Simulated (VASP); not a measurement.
Given:

```
CELL_PARAMETERS angstrom
      3.13827     0.00000     0.00000
      0.00000     3.13827     0.00000
      0.00000     0.00000     3.13827
ATOMIC_POSITIONS crystal
  Zn 0.50000 0.50000 0.50000
  Au 0.00000 0.00000 0.00000
```

These are r2SCAN+rVV10, VASP's PBE PAW potentials (set 64) (plane waves; VASP) values and carry that method's errors. Settings: 520 eV cut-off, 13×13×13 Γ-centred mesh, tetrahedra with Blöchl corrections, potentials Zn Au.

Unless said otherwise, spin-orbit coupling is left out, though it shifts the bands of the heavy elements here.

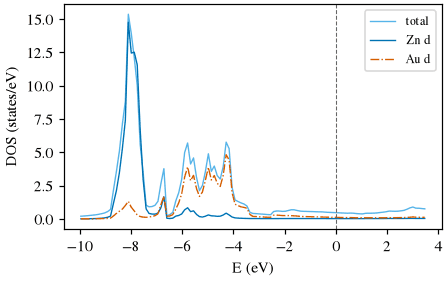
Fig. 1. Total and projected density of states, zero at the Fermi level

Within 2 eV below the Fermi level the largest weight inside VASP's projection spheres is Au d, then Au p.

It has no gap at this level: it comes out as a metal or semimetal.

The compound is AuZn in the CsCl type structure. It was relaxed first. The electron count is odd and the run is not spin-polarised, which forces a metal.
